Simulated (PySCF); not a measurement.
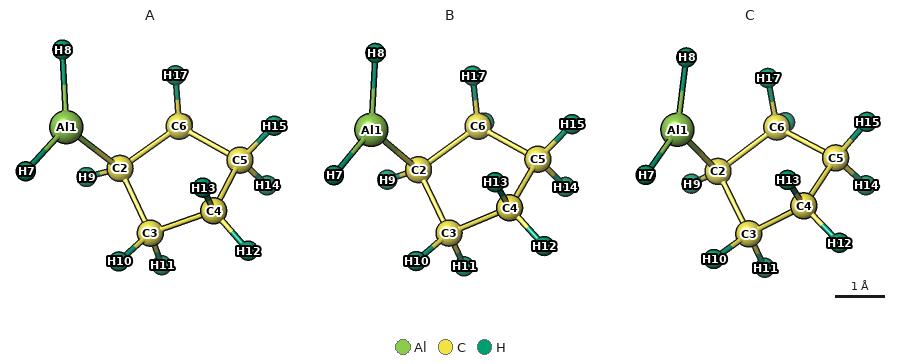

3 geometries from one relaxation of C5H11Al, in shuffled order. The picture is a ball-and-stick view, seen at a tilt.

The start comes from GFN2-xTB. Its atoms were then displaced at random by about 0.01 Å.

Level of theory: PBE0-D3(BJ)/def2-SVP geometry optimisation, gas phase in PySCF 2.14.0, density-fitted response routines. 

> Order the frames from highest to lowest energy.

C, B, A. They are steps 0, 2, 9, at +7.87 kcal/mol, +0.58 kcal/mol relative to the last. An H atom moves most after the best rigid fit: 0.56 Å. Largest moves by element: H 0.56 Å, Al 0.24 Å, C 0.23 Å. Among the contacts that change: Al–C 3.039 → 3.485 Å, Al–H 1.521 → 1.597 Å, Al–C 2.037 → 1.972 Å, C–H 1.067 → 1.108 Å. Among the angles between lasting bonds that change: Al–C–H 124.3° → 105.4°, Al–C–C 101.5° → 112.1°, Al–C–C 103.7° → 113.7°. Over 9 geometry steps the energy falls by 7.87 kcal/mol. Cost: 3.7 min on 1 thread of Intel(R) Xeon(R) Processor @ 2.50GHz, on a shared host.
